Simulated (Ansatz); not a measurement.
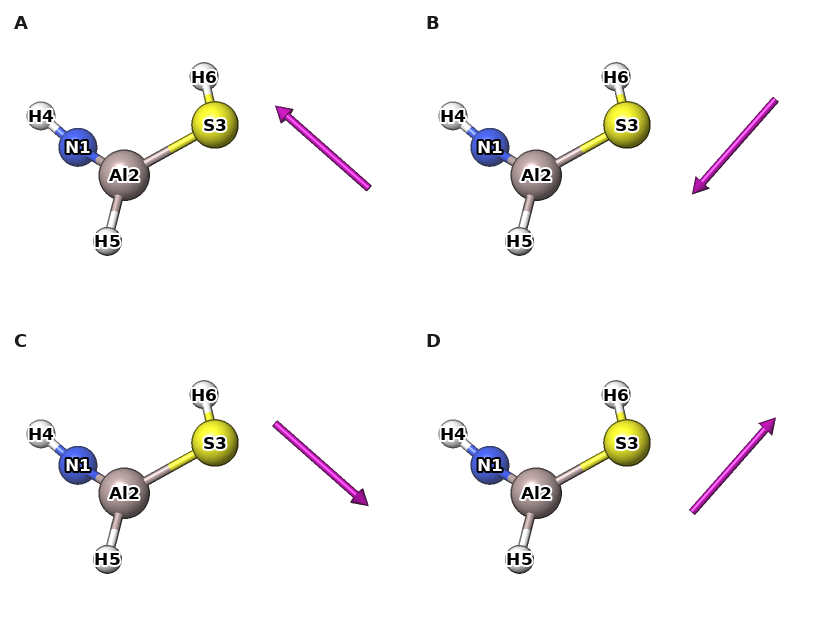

The same molecule four times, each with an arrow. The species is neutral and a spin doublet. Computed geometry: PBE-D4/def2-SVP optimisation. No frequency run is at hand to confirm it as a minimum. Properties computed with UKS PBE-D4/def2-SVP (Ansatz 0.2.0).

> Which arrow points along the dipole moment, from the negative to the positive end?

A. The dipole moment is 1.96 D; it points from the side of S3, H5 to the side of H4 (the outermost atoms at the two ends).
